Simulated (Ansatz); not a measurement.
# Ligand exchange: AsH(CH3)2 + C2H10OSi2 → As(CH3)2(SiH3) + C2H8OSi

Gas-phase species: AsH(CH3)2 (dimethylarsine), singlet; C2H10OSi2 `CC[SiH2]O[SiH3]`, singlet; As(CH3)2(SiH3), singlet; C2H8OSi `CC[SiH2]O`, singlet. The partners trade H for SiH3: As–H and O–SiH3 bonds give way to As–SiH3 and O–H.

Shapes, held fixed at every level: PBE0-D4/def2-TZVP. Flexible molecules stand in one conformer, not always the lowest. Programs: Ansatz 0.2.0. Electronic energies: no zero-point or thermal term.

| level | kind | ΔE (kJ/mol) | less CCSD(T)/def2-TZVPP |
| --- | --- | --- | --- |
| HF/def2-TZVPP | Hartree–Fock | +109.0 | +29.2 |
| B3LYP-D4/def2-TZVPP | global hybrid | +80.9 | +1.1 |
| PBE0-D4/def2-TZVPP | global hybrid | +65.6 | -14.2 |
| wB97M-V/def2-TZVPP | range-separated hybrid | +79.3 | -0.5 |
| wB97X-V/def2-TZVPP | range-separated hybrid | +80.2 | +0.4 |
| B2PLYP/def2-TZVPP | double hybrid | +83.7 | +3.9 |
| MP2/def2-TZVPP | perturbation theory | +78.9 | -0.9 |
| CCSD(T)/def2-TZVPP | coupled cluster or CI | +79.8 | 0.0 |

The highest level, CCSD(T)/def2-TZVPP, gives ΔE = +79.8 kJ/mol; the levels span +65.6 to +109.0. The column of differences is taken from that level and isn't an error. No measured value is set beside it here. Relativity is left out for As. Outer-core shells of As are correlated, in sets that cover them unevenly.

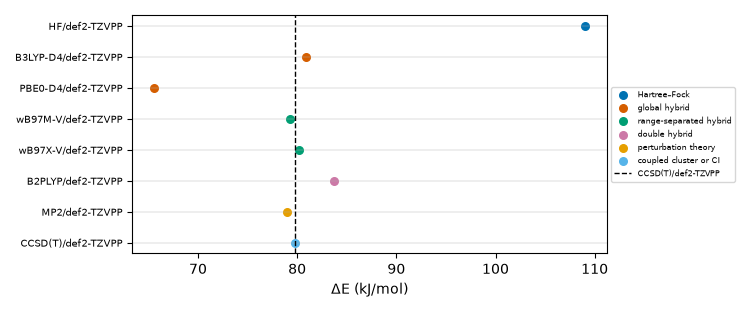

The values of the table, level by level.
